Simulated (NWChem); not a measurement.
**B3LYP/cc-pVDZ run of AlHOF2 (SMILES [OH][Al]([F])[F])**

Aim: the vertical ionisation energy of AlHOF2 at B3LYP/cc-pVDZ, from 2 runs. 

The calculation is run with NWChem 7.3.0.

6 further runs of the same task are left out: 6 set aside as unsound or not needed.

### Step 1. Starting point

The species is AlHOF2 (5 atoms), meant as a singlet with charge 0. SMILES: `[OH][Al]([F])[F]`. Geometry: relaxed at PBE0-D4/def2-TZVP.

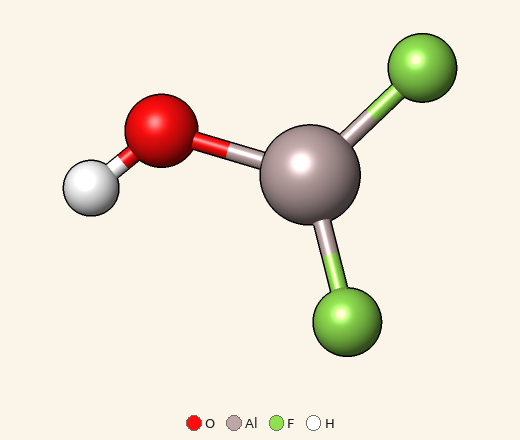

The structure, seen from a chosen angle (oxygen red, aluminium light grey, fluorine green, hydrogen white).

### Step 2. A single-point energy at B3LYP/cc-pVDZ

File mymol.nw:

```
start mymol
title "AlF2HO"
memory total 2200 mb
charge 0

geometry units angstrom noautosym nocenter noautoz
O        0.004500       1.227000       0.002400
Al       0.185700      -0.435200       0.092100
F        1.487400      -1.050600       0.862600
F       -0.897900      -1.471800      -0.566700
H       -0.729900       1.657100      -0.431800
end

basis spherical bse
* library cc-pVDZ
end

dft
xc b3lyp
grid fine
convergence energy 0.01
maxiter 100
mulliken
print low
end

task dft energy
```

Run with:

```console
$ nwchem mymol.nw > mymol.out
```

Output:

```text
[...]
 d= 0,ls=0.0,diis     1   -518.0340392918 -6.79D+02  2.04D-02  1.13D+00     2.1
[...]
 d= 0,ls=0.0,diis     8   -518.1534286014 -8.69D-10  7.19D-06  9.41D-07    10.5
         Total DFT energy =     -518.153428601368
      One electron energy =    -1040.542557117863
           Coulomb energy =      410.704370055797
    Exchange-Corr. energy =      -48.792751930420
 Nuclear repulsion energy =      160.477510391118
[...]
      Total Density - Mulliken Population Analysis
     ---------------------------------------------
    Atom       Charge   Shell Charges
 -----------   ------   -------------------------------------------------------
    1 O    8     8.39   2.01  0.82  0.86  2.89  1.79  0.01
    2 Al  13    12.03   2.00  2.02  0.46  0.00  6.01  0.74  0.23  0.57
    3 F    9     9.37   2.01  0.88  1.03  3.35  2.11  0.00
    4 F    9     9.38   2.01  0.88  1.03  3.34  2.11  0.00
    5 H    1     0.83   0.68  0.06  0.08
[...]
```

It took 11 s on 1 thread of Intel Xeon Platinum 8488C (Sapphire Rapids), shared host; peak memory 0.11 GiB.

### Step 3. The doublet cation at the same level

File alf2ho.xyz:

```xyz
5
AlF2HO energy
O      0.004500     1.227000     0.002400
Al     0.185700    -0.435200     0.092100
F      1.487400    -1.050600     0.862600
F     -0.897900    -1.471800    -0.566700
H     -0.729900     1.657100    -0.431800
```

File alf2ho.nw:

```
start alf2ho
title "AlF2HO energy"
memory stack 880 mb heap 220 mb global 1100 mb
charge 1

geometry noautosym nocenter noautoz
load format xyz alf2ho.xyz
end

basis spherical bse
* library cc-pVDZ
end

dft
xc b3lyp
mult 2
grid fine
convergence energy 0.01
maxiter 100
mulliken
noprint "final vectors analysis"
end

task dft energy
```

Run with:

```console
$ nwchem alf2ho.nw > alf2ho.out
```

Output:

```text
[...]
          Wavefunction type:  spin polarized.
          No. of atoms     :     5
          No. of electrons :    39
[...]
          Charge           :     1
          Spin multiplicity:     2
[...]
          AO basis - number of functions:    65
[...]
              XC Information
              --------------
                         B3LYP Method XC Potential
                     Hartree-Fock (Exact) Exchange  0.200
                        Slater Exchange Functional  0.800 local
                    Becke 1988 Exchange Functional  0.720 non-local
              Lee-Yang-Parr Correlation Functional  0.810
                  VWN I RPA Correlation Functional  0.190 local
[...]
 d= 0,ls=0.0,diis     1   -517.4204151983 -6.78D+02  1.68D-02  6.91D-01     2.3
[...]
 d= 0,ls=0.0,diis    17   -517.6819316459 -1.60D-07  3.60D-07  1.36D-08    24.7
[...]
         Total DFT energy =     -517.681931645940
      One electron energy =    -1028.727200694539
           Coulomb energy =      398.948430199417
    Exchange-Corr. energy =      -48.380671541937
 Nuclear repulsion energy =      160.477510391118
[...]
      Total Density - Mulliken Population Analysis
     ---------------------------------------------
    Atom       Charge   Shell Charges
 -----------   ------   -------------------------------------------------------
    1 O    8     8.00   2.01  0.87  0.88  2.81  1.43  0.01
    2 Al  13    11.79   2.00  2.02  0.46 -0.03  6.01  0.72  0.13  0.47
    3 F    9     9.24   2.01  0.90  1.03  3.32  1.98  0.00
    4 F    9     9.25   2.01  0.90  1.03  3.32  2.00  0.00
    5 H    1     0.72   0.63  0.01  0.08
[...]
      <S2> =      0.7559 (Exact =     0.7500)
[...]
```

Run time: 26 s. Hardware: 1 thread of Intel Xeon Platinum 8488C (Sapphire Rapids), shared host; peak memory 0.11 GiB.

### Step 4. Summary of results

At B3LYP/cc-pVDZ:

| quantity | value |
| --- | --- |
| singlet AlHOF2: total energy | -518.15343 Eh |
| doublet cation: total energy | -517.68193 Eh |
| doublet cation: ⟨S²⟩ | 0.756 |
| vertical ionisation energy (to the doublet cation) | 12.830 eV |

In words: The vertical ionisation energy comes to 12.83 eV (296 kcal/mol). Mulliken charges (doublet cation) run from -0.25 on F4 to +1.21 on Al2.
